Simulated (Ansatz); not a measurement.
**C2H3AlF (SMILES C#[C][AlH2-][F]) (charge −1): density, localisation and related maps**

```json
{"atom": "C", "x (Å)": "-0.8184", "y (Å)": "0.2270", "z (Å)": "-2.0041"}
{"atom": "C", "x (Å)": "0.3805", "y (Å)": "0.4851", "z (Å)": "-1.8987"}
{"atom": "Al", "x (Å)": "-2.7683", "y (Å)": "-0.1937", "z (Å)": "-2.1130"}
{"atom": "F", "x (Å)": "-3.2071", "y (Å)": "-0.2634", "z (Å)": "-3.7970"}
{"atom": "H", "x (Å)": "1.4276", "y (Å)": "0.7106", "z (Å)": "-1.8133"}
{"atom": "H", "x (Å)": "-3.0349", "y (Å)": "-1.6493", "z (Å)": "-1.4308"}
{"atom": "H", "x (Å)": "-3.6089", "y (Å)": "1.0010", "z (Å)": "-1.3909"}
```

Geometry: r2SCAN-D4/def2-SVPD.

These are results of isolated molecule in a Gaussian basis; Kohn-Sham density functional theory, functional PBE0 in Ansatz 0.2.0, not measurements.

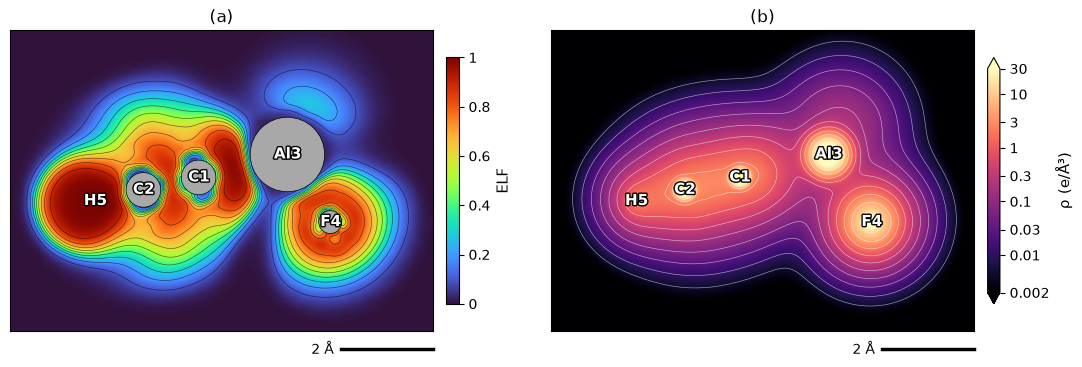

Figure 1. (a) electron localisation function; (b) total electron density on the plane of atoms C1, Al3 and F4. Grey discs cover the atomic cores in the ELF map.

Read the bonding off the picture.

Answer. The plane passes through C, Al, F and H nuclei. C–C (1.23 Å): the density is about 2.7 e/Å³ at the midpoint; the ELF peaks at about 0.85 between the atoms; a short, multiple covalent bond. Al–F (1.74 Å): the density is about 0.71 e/Å³ at the midpoint; the ELF peaks at about 0.85 in the valence shell of F, 0.5 Å from its nucleus, and is about 0.30 at the midpoint. C–Al (2.00 Å): ρ is about 0.62 e/Å³ halfway; the ELF peaks at about 1 between the atoms; a polar covalent bond. C–H (1.07 Å): ρ is about 2 e/Å³ halfway; the ELF climbs to about 1 towards the hydrogen, as it does in any bond to H (a covalent bond by its length). The ELF also peaks beside F4, away from the bonds: lone-pair regions.

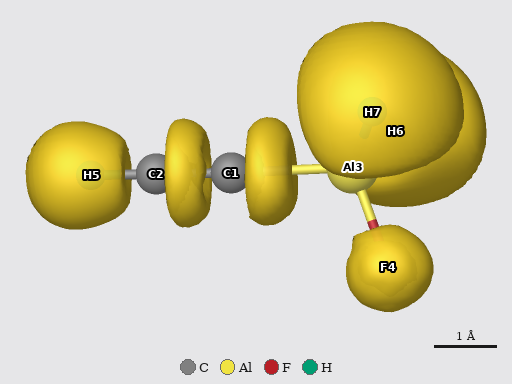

Figure 2. Isosurface of the ELF at 0.8 (yellow), seen at a tilt. Core shells and regions of very low density are left out.

What do the ELF domains correspond to?

Answer. The surface consists of one region between bonded C–C atoms (shared pairs), three regions around hydrogen nuclei, one lobe of the valence shell of C pointing towards Al (polar bonds) and one region wrapped around F (its valence shell).

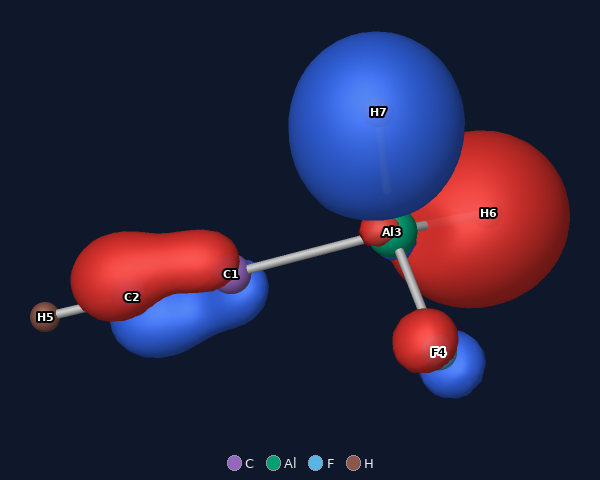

Figure 3. The HOMO at ±0.15 Å⁻³ᐟ² (red and blue are the two phases), seen at a tilt.

What is the character of this orbital?

Answer. Its weight (Hirshfeld) is mainly on H7 (about 25 %), H6 (about 25 %), Al3 (about 25 %) and C2 (about 10 %). Its energy is −2.61 eV.
